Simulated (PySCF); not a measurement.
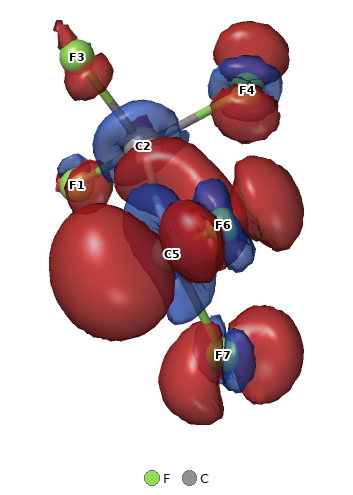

Figure 1: C₂F₅, doublet, SMILES `FC(F)(F)[C](F)F`. Fukui function f⁻ = ρ(N) − ρ(N−1) at fixed geometry, surfaces at ±0.05 e/Å³ (red positive, blue negative).

Method: TPSSh/def2-SVPD; geometry: GFN2-xTB; program: PySCF. No frequency check shows the geometry to be a minimum. GFN2-xTB doesn't know the spin state, so this open-shell geometry is rough.

Input script:

```python
import numpy as np
from pyscf import gto, scf, dft
from pyscf.scf import atom_ks, atom_hf
from scipy.linalg import block_diag

def solve(mol, dm0=None, hcore=None):
    mf = (dft.UKS if mol.spin else dft.RKS)(mol, xc='tpssh')
    mf.grids.level = 3
    mf = mf.density_fit(auxbasis='def2-universal-jkfit')
    mf.conv_tol, mf.max_cycle = 1e-8, 80
    if hcore is not None:
        mf.get_hcore = lambda *args: hcore
    mf.kernel(dm0)
    if not mf.converged:
        mf = mf.newton().run(mf.mo_coeff, mf.mo_occ, max_cycle=30)
    assert mf.converged, 'SCF not converged'
    return mf

mol = gto.M(atom='''
F      1.18888    -1.07916    -0.54532
C      0.61023    -0.00009    -0.02440
F      1.18886     1.07917    -0.54535
F      0.89449     0.00005     1.29250
C     -0.87499     0.00003    -0.30487
F     -1.54787     1.09503     0.00883
F     -1.54785    -1.09505     0.00885
''', basis='def2-svpd', charge=0, spin=1, verbose=4)
mf = solve(mol)
out = dict(e0=mf.e_tot, dm0=mf.make_rdm1(), c=mf.mo_coeff, occ=mf.mo_occ, eps=mf.mo_energy)
for name, dq, spin in [('cation', 1, 0), ('anion', -1, 0)]:
    ion = mol.copy().set(charge=mol.charge + dq, spin=spin).build()
    mi = solve(ion)
    if spin and dq > 0 and mol.nao < 130:
        c, _, stable, _ = mi.stability(return_status=True)
        if not stable:
            mi = solve(ion, mi.make_rdm1(c, mi.mo_occ))
    print(name, 'vertical energy change / eV', (mi.e_tot - mf.e_tot) * 27.211386)
    out.update({'e_' + name: mi.e_tot, 'dm_' + name: mi.make_rdm1(), 's2_' + name: mi.spin_square()[0], 'eps_' + name: mi.mo_energy, 'occ_' + name: mi.mo_occ})
# spherically averaged free atoms, for the promolecule
atm = atom_ks.get_atm_nrks(mol, xc='tpssh')
pro = block_diag(*[(atm[a[0]][2] * atm[a[0]][3]) @ atm[a[0]][2].T for a in mol._atom])
np.savez('result.npz', pro=pro, **out)
```

Command:

```sh
OMP_NUM_THREADS=1 python input.py
```

The run took 48 s on 1 thread of AMD EPYC 9R45 96-Core Processor (Zen 5), on a shared host, peak memory 0.75 GiB.

Partitions, critical points and surface values were worked out afterwards from this run's density.

> Which atoms respond most to the removal of an electron?

f⁻ (Hirshfeld-condensed) is largest on C5 (0.32) and F6 and F7 (0.20 each); the vertical ionisation energy is 10.56 eV (to the singlet cation, which needn't be its lowest state). Condensed values hint at sites of electrophilic attack but needn't mark the atom that reacts. Orbital relaxation makes it negative in places (0.21 e in all).
